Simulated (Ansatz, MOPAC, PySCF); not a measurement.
H4Sn (SMILES [SnH4]) and CH4 (SMILES C) are pulled apart as rigid monomers along the line of their centres of mass, from the B3LYP-D3(BJ)/def2-TZVP minimum. Starting geometry (charge 0, multiplicity 1):
```xyz
10

Sn     0.1336     0.1521    -0.0877
H     -1.2914     0.9323     0.4394
H      0.0729    -1.5006     0.3389
H      0.2617     0.2942    -1.7866
H      1.4919     0.8835     0.6450
C     -0.1323    -0.1510     3.7904
H      0.8442     0.2613     3.5399
H     -0.2186    -0.2470     4.8718
H     -0.9131     0.5132     3.4223
H     -0.2420    -1.1321     3.3300
```

Interaction energies with rigid monomers; basis-set methods are counterpoise corrected unless marked otherwise.

Rows in STO-3G carry no dispersion term and start afresh at each structure; the Pople sets are all-electron and without relativity. The state that AM1 reach isn't checked.

Run with Ansatz (a program for electronic structure) with Gaussian orbitals; MOPAC for AM1 (differences of heats of formation); PySCF for STO-3G rows, the dispersion terms.  In def2 rows elements past Kr take small-core potentials, without spin–orbit coupling.

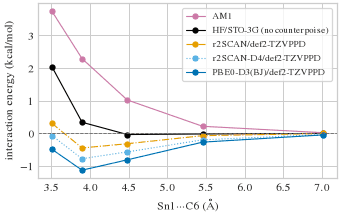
Fig. 1. Interaction energy against separation

### Question
Which level binds most strongly at Sn1···C6 = 3.90, and by how much?

### Answer
PBE0-D3(BJ)/def2-TZVPPD, -1.1 kcal/mol.
